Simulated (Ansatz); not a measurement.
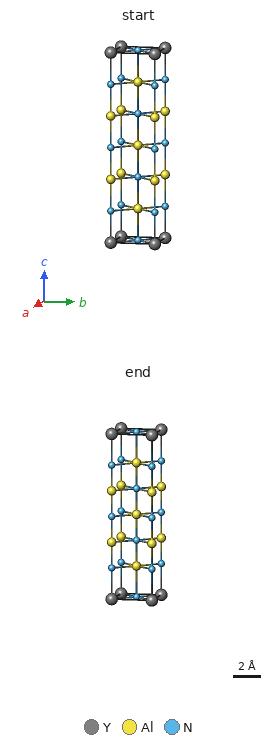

The structure of solid YAl5N6 (a generated structure, set up in P4/mmm) (coarse preliminary run) before (top) and after (bottom) a relaxation, at one scale.

The picture is a ball-and-stick view of the cell of the calculation, seen slightly off an axis.

The calculation used Ansatz, DFT PBE, scalar-relativistic, plane waves, PAW. Settings: plane-wave cutoff 420 eV; k-point mesh 6 × 6 × 2; occupations gaussian; smearing width 0.1 eV; no spin polarisation; cell and atoms relaxed; force threshold 0.04 eV/Å; at most 70 steps.

> Describe what moved and what it gained.

Over 7 accepted moves (9 points after the start) the energy falls by 655 meV per atom. Largest force component: 1.5 eV/Å at the start, 0.0036 eV/Å at the end. Pressure: −34.37 GPa at the start and −0.01 GPa at the end. The SCF was repeated twice at an unchanged geometry on a basis and grid sized afresh for the cell, which shifted the energy by 2.3 meV per atom at most. The largest moves relative to the cell, 0.28 Å, are those of N atoms. By element the largest moves are N 0.28 Å, Al 0.26 Å. Y stays in place. Cell: a = b 3.378 → 3.083 Å (−8.7 %), c 14.332 → 12.457 Å (−13.1 %). Volume −27.6 %. Near-neighbour distances that change, for instance: Al–N 2.389 → 1.936 Å, Y–Y 3.378 → 3.083 Å, Al–N 2.389 → 2.180 Å, N–Y 2.389 → 2.180 Å. The space group stays P4/mmm (No. 123).
